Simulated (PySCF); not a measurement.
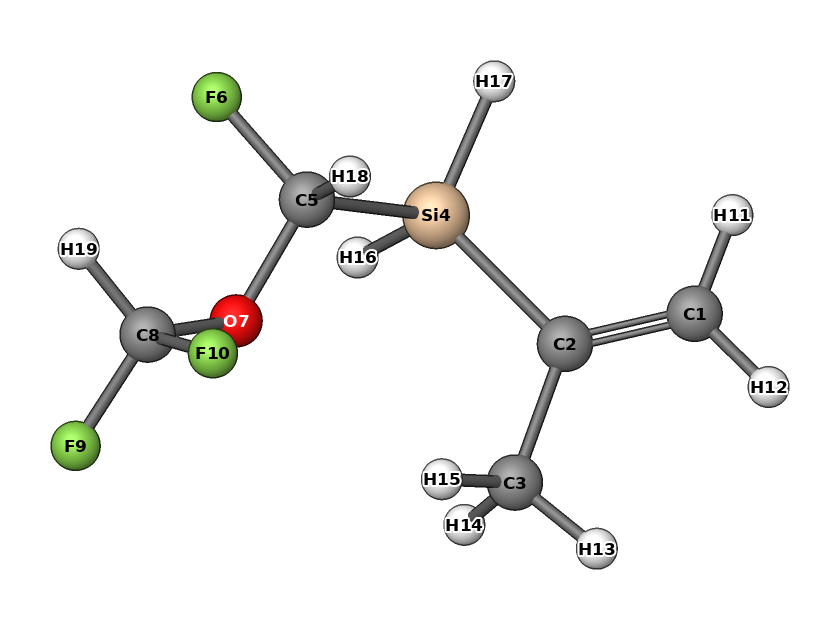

The questions are on isotropic NMR shieldings of the C atoms. Computed geometry: GFN2-xTB optimisation. No frequency run is at hand to confirm it as a minimum. Properties computed with GIAO PBE0/pcSseg-1 NMR shielding, non-relativistic, gas phase (PySCF 2.14.0).

Give the isotropic NMR shieldings of the C atoms atom by atom.

| atom | σ (ppm) |
| --- | --- |
| C1 | 47.7 |
| C2 | 38.6 |
| C3 | 158.7 |
| C5 | 74.1 |
| C8 | 64.6 |

The geometry is semi-empirical. Around Si such bond lengths and angles can be off by a tenth of an ångström or more and by several degrees, and values that hang on the shape move with them.
